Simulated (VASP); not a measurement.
Band structure of BN (wurtzite). These are PW91 GGA, VASP's PBE PAW potentials (set 64) (plane waves; VASP 6.6.1) values and carry that method's errors.

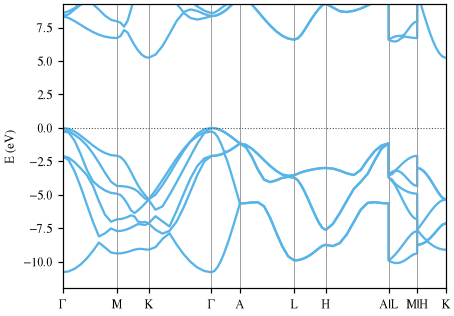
Figure. Bands along high-symmetry lines, zero at the valence-band maximum or, without a gap, the Fermi level

Problem. Read the plot: is there a gap, and where are the band edges?

Solution. The gap is indirect, 5.24 eV, from the valence maximum at Γ to the conduction minimum at K. (Edges off the drawn lines would not show.)

The compound is BN in the wurtzite structure, a metastable high-pressure form. It was relaxed first.
